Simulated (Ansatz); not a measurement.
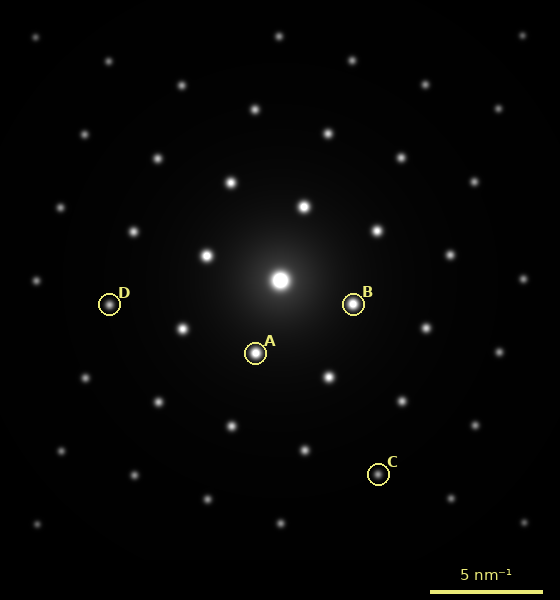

Computed electron diffraction pattern, 120 kV, single scattering only, B = 0.3 Å². The zone axis points towards the electron source and the pattern is seen from the source side.

The sample is SbP, space group P4/mmm (No. 123), a = 2.907 Å, c = 5.540 Å. Structure: coordinates from a relaxation with DFT PBE, scalar-relativistic, plane waves, PAW (Ansatz); the starting structure was generated, so it need not be a known form of this composition.

| atom | site | symmetry | x | y | z |
| --- | --- | --- | --- | --- | --- |
| Sb | 1a | 4/mmm | 0.0000 | 0.0000 | 0.0000 |
| P | 1b | 4/mmm | 0.0000 | 0.0000 | 0.5000 |

Spot A is indexed -1 0 0 and spot B 0 -1 0.

Question: Give hkl for C, D.

Answer: C = 2A + 2B = -2 -2 0 (d = 1.028 Å). D = A − 2B = -1 2 0 (d = 1.300 Å).

Question: Give [uvw].

Answer: The cross product of A and B is parallel to [001]; every spot obeys hu + kv + lw = 0.

Question: What are the spacings of A and B and the angle between them?

Answer: d(A) = 2.907 Å, d(B) = 2.907 Å, and the angle is 90.0°.
